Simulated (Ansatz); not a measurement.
A periodic structure is given below.

```cif
data_structure
_symmetry_space_group_name_H-M 'P 63/m m c'
_symmetry_Int_Tables_number 194
_cell_length_a 2.5221
_cell_length_b 2.5221
_cell_length_c 4.1186
_cell_angle_alpha 90.000
_cell_angle_beta 90.000
_cell_angle_gamma 120.000
_cell_volume 22.69
loop_
_atom_site_label
_atom_site_type_symbol
_atom_site_symmetry_multiplicity
_atom_site_Wyckoff_symbol
_atom_site_fract_x
_atom_site_fract_y
_atom_site_fract_z
_atom_site_occupancy
C1 C 4 f 0.33333 0.66667 0.06250 1
```

> Before looking at a picture, describe the arrangement of atoms.

The element is carbon. The structure has P6_3/mmc (No. 194) symmetry and a primitive hexagonal lattice. Among the common structure types it is hexagonal diamond (lonsdaleite type). The cell holds four atoms. C bonds to four C in a tetrahedral arrangement at 1.54 Å. The bonds build a three-dimensional framework.

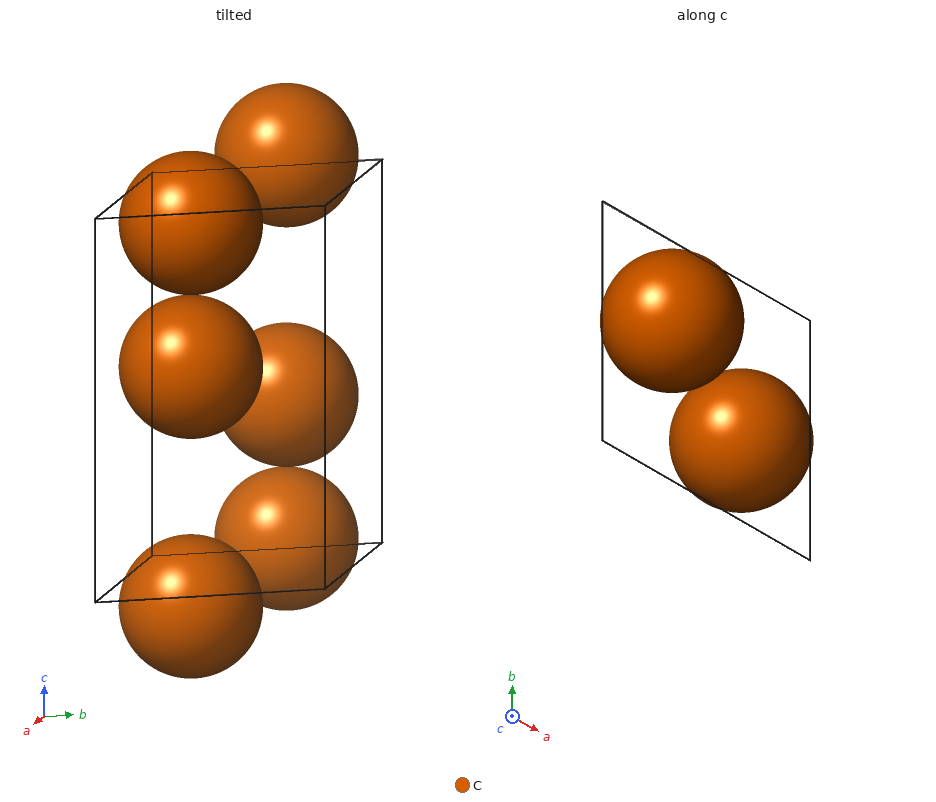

An orthographic space-filling view of the structure, slightly off an axis and along the c axis. Atoms at the boundary of the conventional unit cell (the box) are drawn once for each face, edge or corner they touch.

The initial geometry was an entry, possibly a prediction, of the Crystallography Open Database. Earlier steps of the study may have refined or changed the cell and positions. An electronic-structure calculation with Ansatz was run on it.
